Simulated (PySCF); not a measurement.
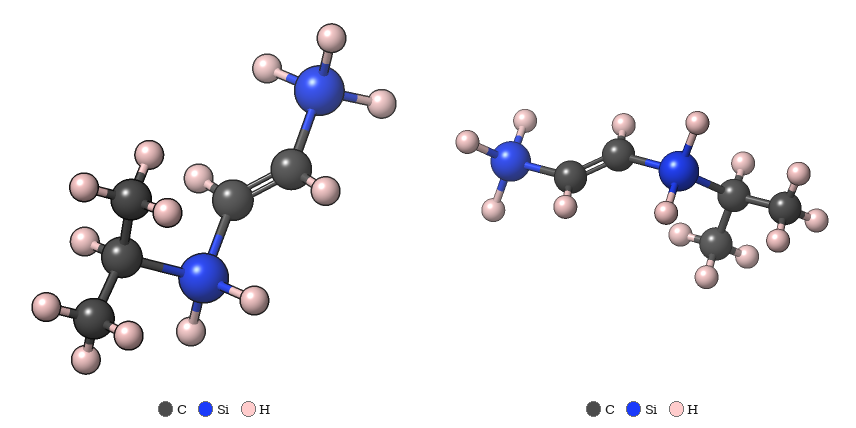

Two views of one molecule.

The computed structure is the end point of a GFN2-xTB optimisation. No frequency run is at hand to confirm it as a minimum.

What is the molecular formula?

C5H14Si2, 21 atoms: 5 carbon, 14 hydrogen and 2 silicon.

How many bonds of each kind are drawn?

9 C–H, 5 Si–H, 3 C–C, 3 C–Si.

Describe its rings.

It has no ring.

More results for the same structure follow; atom numbers are the same in all pictures, views and colours differ.

### Symmetry

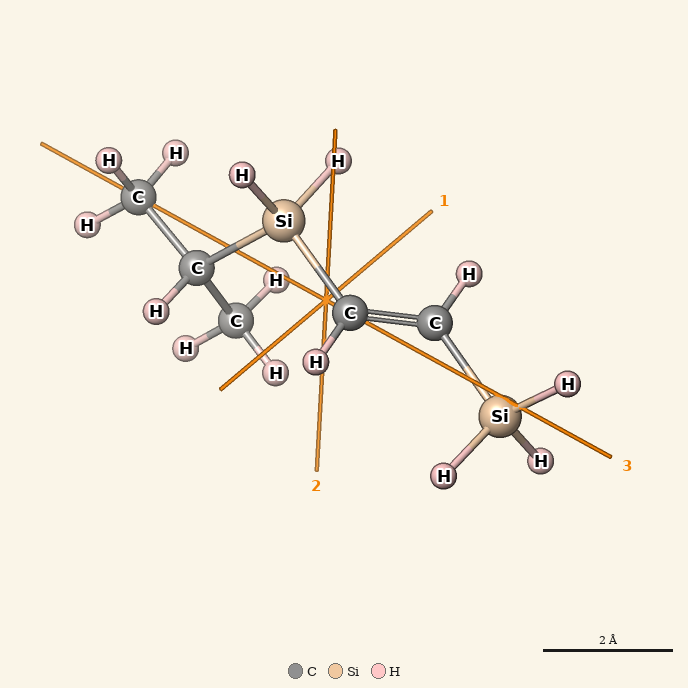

The three principal axes of inertia are drawn and numbered. Atoms fade into the background with distance from the viewer. No frequency run is at hand to confirm it as a minimum. Masses are those of the most abundant isotopes; constants are for the rigid equilibrium geometry.

Which line is the a axis (least moment of inertia), which b and which c?

a is line 3, b is line 2, c is line 1; the moments are 118, 814, 887 u Å².

Classify the rotor and give the rotational constants (GHz).

An asymmetric top (C1): A = 4.27, B = 0.621, C = 0.570 GHz. Ray's parameter κ is −0.97, close to the prolate limit.

### Charges

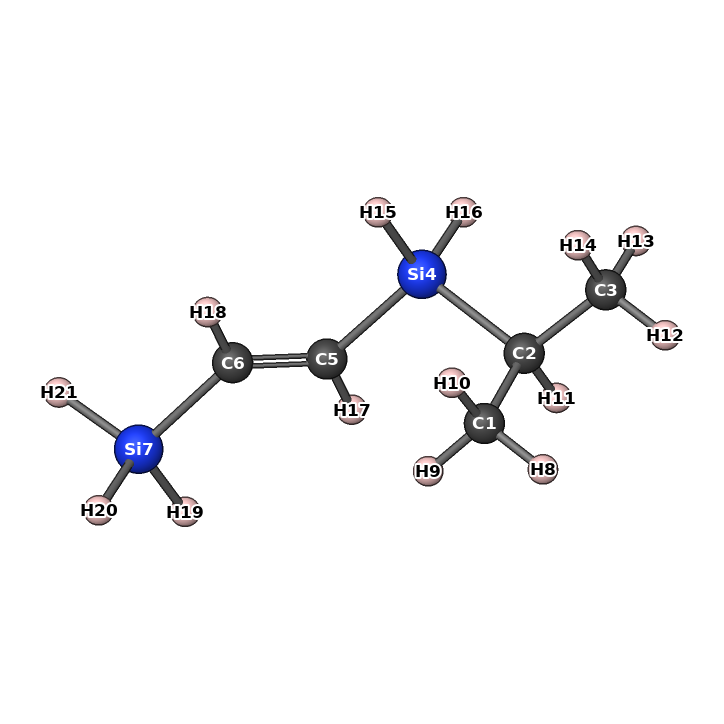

The questions are on Mulliken charges. No frequency run is at hand to confirm it as a minimum. Properties computed with PBE0/pcSseg-1, gas phase (PySCF 2.14.0).

Which atom carries the highest charge (most positive or least negative)?

Si4 (0.72 e).

And the lowest?

C2 (−0.61 e).

List the Mulliken charges.

```
atom  value (e)
  C1      −0.23
  C2      −0.61
  C3      −0.23
 Si4       0.72
  C5      −0.41
  C6      −0.40
 Si7       0.55
  H8       0.11
  H9       0.12
 H10       0.11
 H11       0.14
 H12       0.11
 H13       0.12
 H14       0.11
 H15      −0.09
 H16      −0.08
 H17       0.12
 H18       0.13
 H19      −0.10
 H20      −0.09
 H21      −0.09
```

### Dipole moment

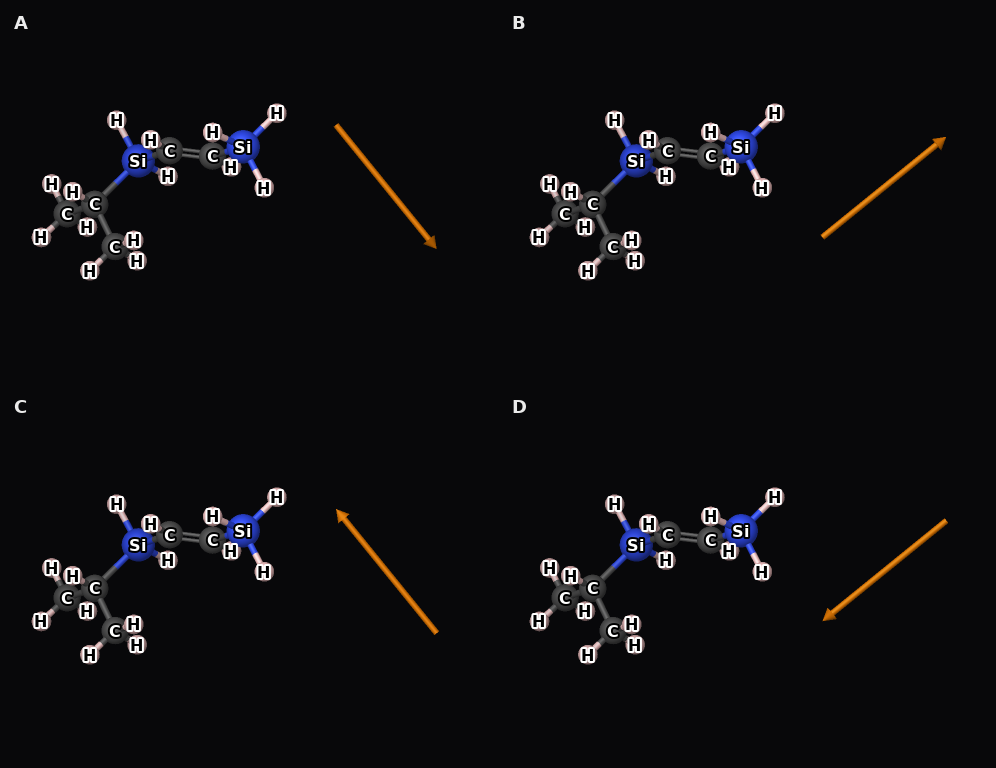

The same molecule four times, each with an arrow. No frequency run is at hand to confirm it as a minimum. Properties computed with PBE0/pcSseg-1, gas phase (PySCF 2.14.0).

Which arrow points along the dipole moment, from the negative to the positive end?

D. The dipole moment is 0.61 D.

### NMR shielding

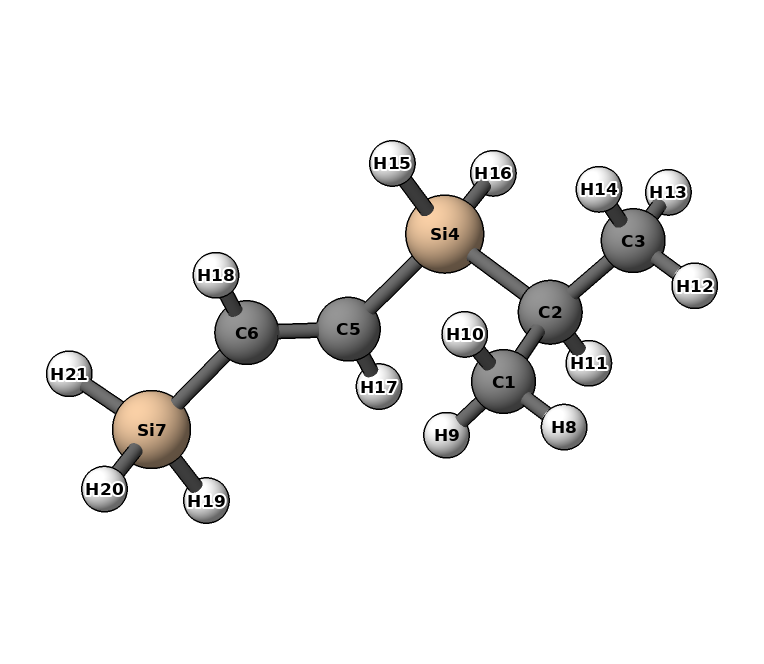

No frequency run is at hand to confirm it as a minimum. Level of theory: GIAO PBE0/pcSseg-1 NMR shielding, non-relativistic, gas phase (PySCF 2.14.0). Principal shieldings σ11 ≤ σ22 ≤ σ33, span Ω = σ33 − σ11, skew κ = 3(σiso − σ22)/Ω.

Give the shielding tensors of the C atoms.

```
atom     σ11    σ22    σ33   σiso      Ω     κ
  C1   153.9  157.8  184.6  165.4   30.7  0.75
  C2   165.1  169.7  176.3  170.4   11.2  0.18
  C3   151.9  157.6  188.0  165.9   36.0  0.68
  C5  −100.8   16.2  165.6   27.0  266.4  0.12
  C6   −92.1   21.3  170.0   33.1  262.2  0.13
```

Shieldings and span in ppm.

Mulliken values depend strongly on the basis set and can even reverse the polarity of a bond. The geometry is semi-empirical. Around Si such bond lengths and angles can be off by a tenth of an ångström or more and by several degrees, and values that hang on the shape move with them.
